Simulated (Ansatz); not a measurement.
**HF/3-21G run of PH3 (phosphine)**

Aim: the energy change on altering one bond length of PH3 (phosphine) at HF/3-21G, from 2 runs. 

The calculation is run with Ansatz 0.2.0.

34 further runs of the same task are left out: 34 set aside as unsound or not needed.

### 1 Starting point

PH3 has 4 atoms, charge 0, and is taken as a singlet. SMILES: `P`. The shape is that of a PBE0-D4/def2-TZVP optimisation.

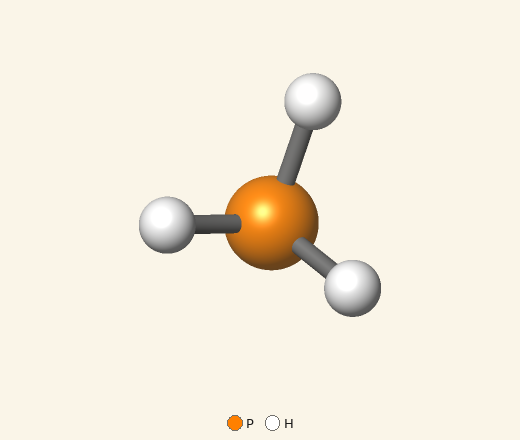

Viewed from a chosen angle; phosphorus orange, hydrogen white.

### 2 The energy at HF/3-21G

Contents of input.yaml:

```yaml
crystal:
  periodic: [false, false, false]
  atoms:
    - symbol: P
      position_ang: [0.346000, -0.326500, -0.332800]
    - symbol: H
      position_ang: [0.630900, -0.034000, 1.027000]
    - symbol: H
      position_ang: [-1.005500, -0.663000, -0.057200]
    - symbol: H
      position_ang: [0.028700, 1.023500, -0.636900]
basis:
  gaussian:
    orbitals: 3-21G.json
hamiltonian:
  xc: hf
accuracy: high
output: {orbitals: {seedname: orbitals}}
```

The basis set 3-21G is read from a file made from the Basis Set Exchange's data (not shown).

Run with:

```console
ansatz run input.yaml --threads 1 --pin off --max-ram 3480MiB --events-out events.jsonl --progress --plain --runs-dir runs
```

Standard output:

```text
Warning: RAYON_NUM_THREADS=1 ignored (pool sized by the plan → 1); use --threads N
Functional definition: HF
  name "HF"
  exchange = exact_x
  correlation = 0
370 factors; integrals over basis functions are off by at most 2.8e-9 eV
mean field evaluation 1: about -9270.6561 eV, gradient 8.7e0 eV
mean field evaluation 2: about -9270.6541 eV, gradient 8.7e0 eV
mean field evaluation 4: about -9271.0206 eV, gradient 4.4e-1 eV
mean field evaluation 8: about -9271.0216 eV, gradient 1.1e-6 eV
mean field -9271.02159957 eV, -340.7037596601 hartree, gradient 3.2e-8 eV, S^2 0.000000; 0 other end points of the search recorded, 0 dependent functions left out
reference -9271.02159957 eV, -340.7037596601 hartree; 9, 9 occupied and 10, 10 virtual orbitals, 370 factors
Total energy: -9271.02159957 eV, -340.7037596601 hartree
```

Run time: 0.1 s. Hardware: 1 thread of Intel Xeon Platinum 8488C (Sapphire Rapids), shared host.

### 3 The distorted shape, same level

Contents of molecule.yaml:

```yaml
crystal:
  periodic: [false, false, false]
  atoms:
    - {symbol: P, position_ang: [0.504648, -1.001493, -0.180752]}
    - {symbol: H, position_ang: [0.789548, -0.708993, 1.179048]}
    - {symbol: H, position_ang: [-0.846852, -1.337993, 0.094848]}
    - {symbol: H, position_ang: [0.028700, 1.023500, -0.636900]}
basis:
  gaussian:
    orbitals: 3-21G.json
total_charge: 0
hamiltonian:
  xc: hf
accuracy: high
output: {orbitals: {seedname: orbitals}}
```

The basis set 3-21G is read from a file made from the Basis Set Exchange's data (not shown).

Run with:

```console
ansatz run molecule.yaml --threads 1 --pin off --max-ram 3480MiB --events-out events.jsonl --progress --plain --runs-dir runs
```

Standard output:

```text
Warning: RAYON_NUM_THREADS=1 ignored (pool sized by the plan → 1); use --threads N
[... 4 set-up lines as earlier in the session ...]
365 factors; integrals over basis functions are off by at most 4.4e-9 eV
mean field evaluation 1: about -9268.6490 eV, gradient 7.6e0 eV
mean field evaluation 2: about -9268.6466 eV, gradient 7.6e0 eV
mean field evaluation 4: about -9268.9689 eV, gradient 6.0e-1 eV
mean field evaluation 8: about -9268.9717 eV, gradient 4.0e-5 eV
mean field -9268.97170075 eV, -340.6284272680 hartree, gradient 1.3e-8 eV, S^2 0.000000; 0 other end points of the search recorded, 0 dependent functions left out
reference -9268.97170075 eV, -340.6284272680 hartree; 9, 9 occupied and 10, 10 virtual orbitals, 365 factors
Total energy: -9268.97170075 eV, -340.6284272680 hartree
```

It took 0.1 s on 1 thread of Intel Xeon Platinum 8488C (Sapphire Rapids), shared host.

### 4 Results

At HF/3-21G:

```
                                                         quantity          value
                                        first shape: total energy  -340.70376 Eh
                                         first shape: HOMO energy      -10.57 eV
                                         first shape: LUMO energy        4.84 eV
                                       first shape: HOMO–LUMO gap       15.41 eV
                                    distorted shape: total energy  -340.62843 Eh
                                     distorted shape: HOMO energy      -10.24 eV
                                     distorted shape: LUMO energy        1.41 eV
                                   distorted shape: HOMO–LUMO gap       11.64 eV
energy change with the P1–H4 bond stretched from 1.420 to 2.130 Å       2.050 eV
```

With the P1–H4 bond stretched from 1.420 to 2.130 Å the energy rises by 2.05 eV (198 kJ/mol). The first shape isn't relaxed at this level, so the change isn't measured from a minimum.
